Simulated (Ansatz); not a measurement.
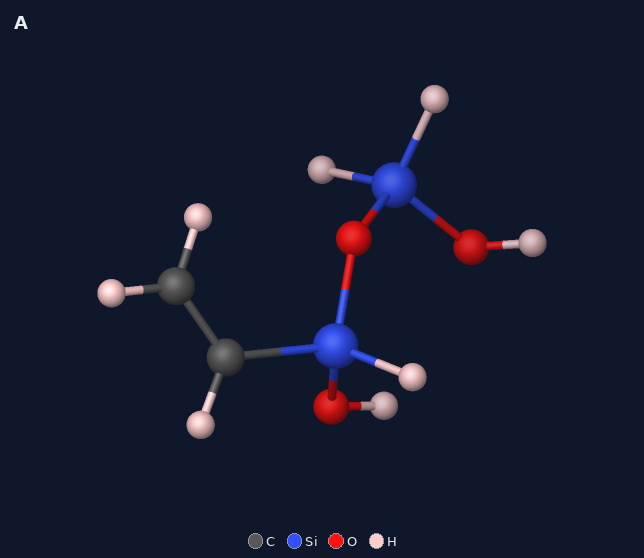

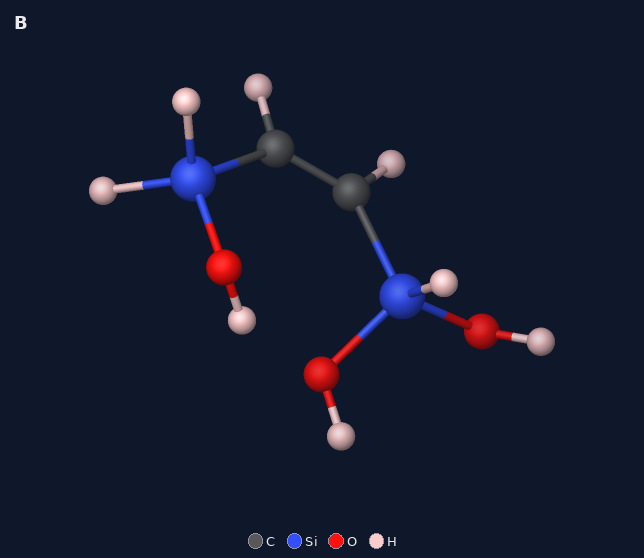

2 stationary structures of one formula. Geometries: PBE0-D4/def2-TZVP. Electronic energies: CCSD(T)/CBS (MP2 limit from def2-TZVPP and def2-QZVPP plus CCSD(T) − MP2) (Ansatz 0.2.0), without zero-point energy. No frequency run is at hand to confirm each as a minimum. Each is one conformer, not always the lowest.

### Are they conformers, stereoisomers or constitutional isomers?

They are constitutional isomers of C2H8O3Si2: A `C=C[Si@@H](O)O[SiH2]O`, B `O[SiH2]/C=C\[SiH](O)O`.

### Which is lowest in energy, and by how much?

A is lowest; B lies 126.5 kJ/mol above it.
